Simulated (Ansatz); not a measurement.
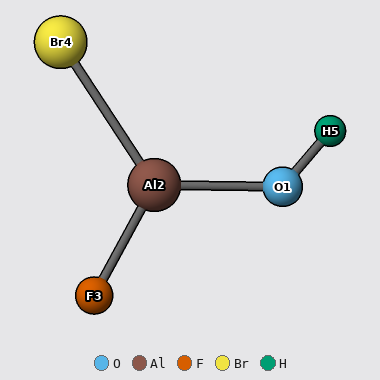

The system is AlBrFHO, SMILES [OH][Al]([F])[Br]; the picture shows the reference structure. 
- Coordinates scanned: (1) bond length Al2–F3; (2) angle O1–Al2–F3.
- Nothing is relaxed (all other coordinates rigid).
- The grid has 13 × 13 points.
- All energies are given in kcal/mol relative to the lowest grid point.
- The reference is spin-restricted, which grows unreliable where a bond is stretched far.
- The calculation used RKS CAM-B3LYP-D4/def2-SVP (Ansatz).

Its coordinates:

```xyz
5

O     0.6920    1.0609    0.2683
Al    0.0727   -0.4305   -0.1729
F     1.1203   -1.5488   -0.7747
Br   -2.0785   -0.9828    0.0084
H     0.2434    1.8274    0.6296
```

Range: bond length Al2–F3 from 1.350 to 2.469 Å; angle O1–Al2–F3 from 92.8 to 142.8°.

What will the energy surface look like?

Answer. The lowest grid point is at bond length Al2–F3 = 1.630 Å, angle O1–Al2–F3 = 117.8°. No other kind of well shows on this grid. The highest grid point, bond length Al2–F3 = 2.469 Å, angle O1–Al2–F3 = 142.8°, lies 96 kcal/mol above the lowest. Round the minimum the two coordinates are weakly coupled (coupling 0.07 in units of the two stiffnesses).

```csv
"angle O1–Al2–F3 ↓, bond length Al2–F3 →",1.350,1.443,1.537,1.630,1.723,1.816,1.910,2.003,2.096,2.190,2.283,2.376,2.469
142.8,69,33,16,11,14,21,30,41,53,64,75,86,96
138.6,65,30,13,8,10,17,26,37,49,60,71,82,92
134.4,62,27,10,5,7,14,23,34,45,57,68,79,89
130.3,60,25,8,3,5,12,21,32,43,54,65,76,86
126.1,59,24,6,1,3,10,19,30,41,52,63,74,84
121.9,59,23,6,0,2,9,18,29,40,51,62,73,83
117.8,59,23,5,0,2,8,17,28,39,50,61,72,82
113.6,60,24,6,0,2,8,17,28,39,50,61,71,81
109.4,61,25,7,1,3,9,18,28,39,50,61,71,81
105.3,63,27,9,3,4,10,19,29,40,51,61,72,81
101.1,67,30,12,5,7,12,21,31,41,52,62,73,82
96.9,71,34,15,9,10,15,23,33,43,54,64,74,84
92.8,76,39,20,13,13,19,26,36,46,56,66,76,86
```

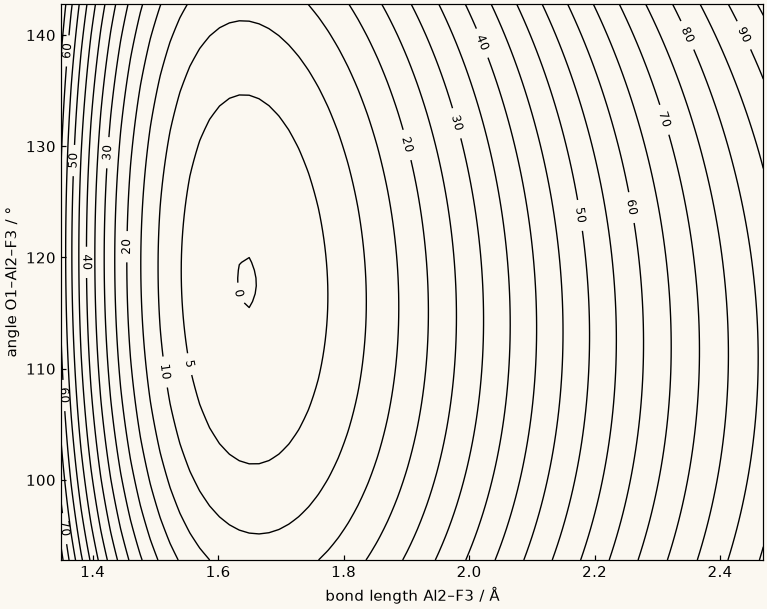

The picture shows contour lines labelled in kcal/mol. Between grid points the surface is interpolated.

Time for the 169 points that were run: 11 min on 1 thread of Arm Neoverse V1 (shared host).
